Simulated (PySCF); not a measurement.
SMILES [SiH2](C(C)C)[SiH2][SeH] at its GFN2-xTB optimised geometry (Å):

```
18

C     -0.4037    -1.1129     1.1809
C      0.1246    -0.3042     0.0000
C      1.6503    -0.3042     0.0000
Si    -0.5696     1.4771     0.0000
Si     0.1852     2.5847     1.9020
Se    -0.8088     4.6602     2.0742
H     -1.4911    -1.1394     1.1788
H     -0.0719    -0.6804     2.1234
H     -0.0407    -2.1391     1.1366
H     -0.2087    -0.7992    -0.9178
H      2.0399     0.2464    -0.8537
H      2.0349    -1.3223    -0.0504
H      2.0354     0.1560     0.9094
H     -0.1393     2.1391    -1.2401
H     -2.0399     1.4013    -0.0493
H      1.5949     2.9764     1.9208
H     -0.0821     1.9425     3.1945
H     -2.1558     4.2011     1.9134
```

Computed with PySCF with B3LYP/def2-SVP.

Map of the deformation density (molecule minus spherical neutral atoms) (e/bohr³) on the plane z = 0.6 Å:

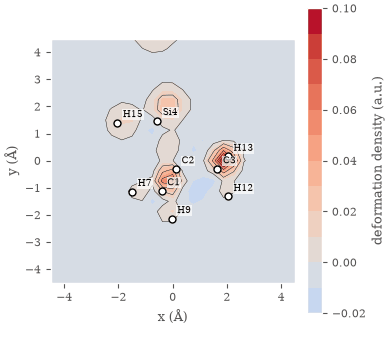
Fig. 1. Deformation density (molecule minus spherical neutral atoms) (e/bohr³) on the plane z = 0.6 Å.
